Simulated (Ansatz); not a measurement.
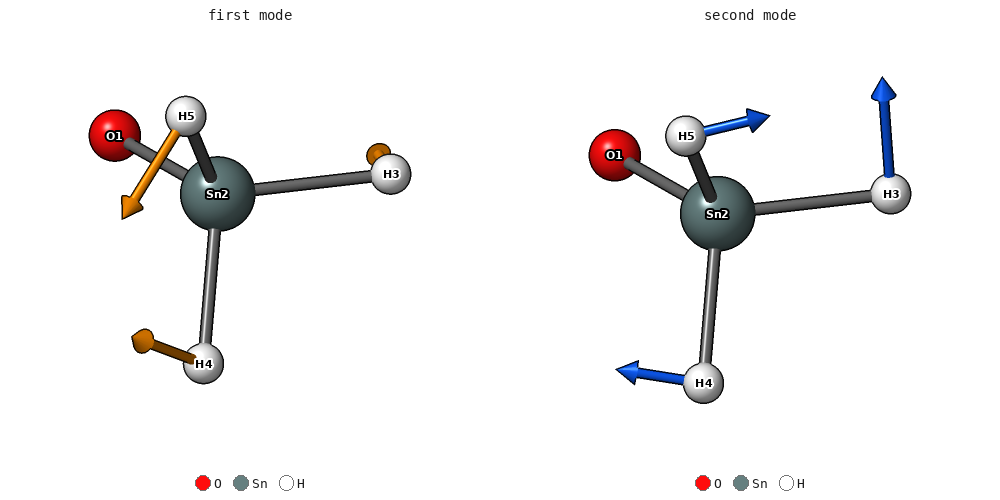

The system is H3OSn, spin multiplicity 2; the picture shows the reference structure; its two panels give the patterns of the first and the second mode as arrows. First axis: normal mode 3 (677 cm⁻¹, of the parent). Second axis: normal mode 4 (677 cm⁻¹, of the parent). Nothing is relaxed (straight displacements along the two mass-weighted modes). The grid has 15 × 15 points. Points are written as (first, second). Energies: kcal/mol, counted from the lowest grid point. Near the degeneracy a single determinant is a rough description. The calculation used UKS SPW92 (LDA)/def2-TZVPD (Ansatz 0.2.0).

Its coordinates:

```yaml
atoms:
  - { symbol: O, position_ang: [-0.7605, 0.2308, 1.8017] }
  - { symbol: Sn, position_ang: [-0.0338, 0.0102, 0.0800] }
  - { symbol: H, position_ang: [-1.0127, 0.6249, -1.2568] }
  - { symbol: H, position_ang: [0.2808, -1.6557, -0.4187] }
  - { symbol: H, position_ang: [1.5262, 0.7898, -0.2062] }
```

Range: normal mode 3 (677 cm⁻¹, of the parent) from −0.338 to 0.338 amu½·Å; normal mode 4 (677 cm⁻¹, of the parent) from −0.338 to 0.338 amu½·Å.

> What will the energy surface look like?

The lowest grid point is at (−0.097 amu½·Å, 0.000 amu½·Å). The highest grid point, (0.338 amu½·Å, −0.338 amu½·Å), lies 2.87 kcal/mol above the lowest.

```csv
"second ↓, first →",−0.338,−0.290,−0.241,−0.193,−0.145,−0.097,−0.048,0.000,0.048,0.097,0.145,0.193,0.241,0.290,0.338
0.338,2.84,2.37,1.98,1.66,1.43,1.26,1.17,1.15,1.19,1.30,1.47,1.71,2.02,2.40,2.87
0.290,2.36,1.90,1.52,1.22,1.00,0.84,0.76,0.74,0.78,0.88,1.04,1.27,1.57,1.95,2.41
0.241,1.97,1.52,1.15,0.87,0.65,0.51,0.44,0.42,0.46,0.55,0.70,0.92,1.21,1.57,2.02
0.193,1.65,1.22,0.87,0.59,0.40,0.27,0.21,0.19,0.22,0.31,0.44,0.64,0.92,1.27,1.71
0.145,1.42,1.00,0.66,0.40,0.22,0.12,0.07,0.06,0.08,0.14,0.26,0.44,0.70,1.04,1.47
0.097,1.26,0.84,0.52,0.27,0.11,0.03,0.01,0.01,0.02,0.05,0.14,0.30,0.55,0.88,1.30
0.048,1.16,0.76,0.44,0.20,0.06,0.01,0.03,0.06,0.03,0.02,0.08,0.23,0.46,0.78,1.20
0.000,1.13,0.73,0.41,0.18,0.05,0.00,0.05,0.19,0.07,0.03,0.07,0.20,0.43,0.75,1.16
−0.048,1.17,0.76,0.44,0.20,0.06,0.01,0.03,0.06,0.03,0.02,0.08,0.23,0.46,0.78,1.20
−0.097,1.26,0.85,0.52,0.27,0.12,0.03,0.01,0.01,0.02,0.05,0.14,0.30,0.55,0.88,1.30
−0.145,1.42,1.00,0.66,0.40,0.22,0.12,0.07,0.06,0.08,0.14,0.26,0.44,0.70,1.04,1.47
−0.193,1.66,1.22,0.87,0.59,0.40,0.27,0.21,0.19,0.22,0.31,0.44,0.64,0.92,1.27,1.71
−0.241,1.97,1.52,1.15,0.87,0.65,0.51,0.44,0.42,0.46,0.55,0.70,0.92,1.21,1.57,2.02
−0.290,2.36,1.90,1.52,1.22,1.00,0.84,0.76,0.74,0.78,0.88,1.04,1.27,1.58,1.95,2.41
−0.338,2.84,2.37,1.98,1.66,1.43,1.26,1.17,1.15,1.19,1.30,1.47,1.71,2.02,2.40,2.87
```

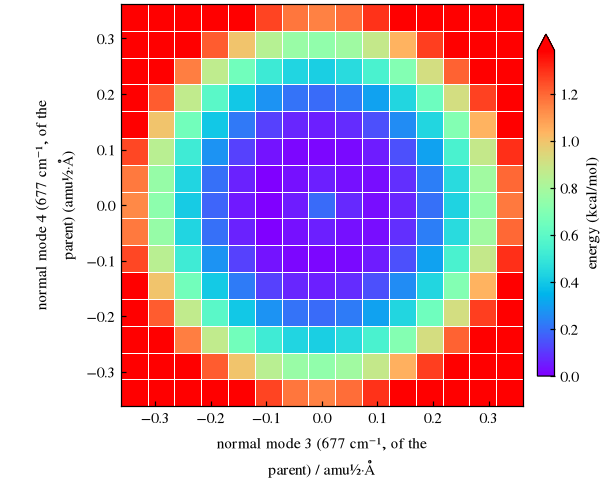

The picture shows one coloured cell a grid point, one colour for all values above the top of the scale.

Each point was launched as `ansatz run input.yaml --threads 1 --pin off --max-ram 2560MiB --backend cpu --events-out ev --progress --plain --runs-dir out`. Time for the 225 points that were run: 9.6 min on 1 thread of AMD EPYC 9R45 (Zen 5) (shared host).
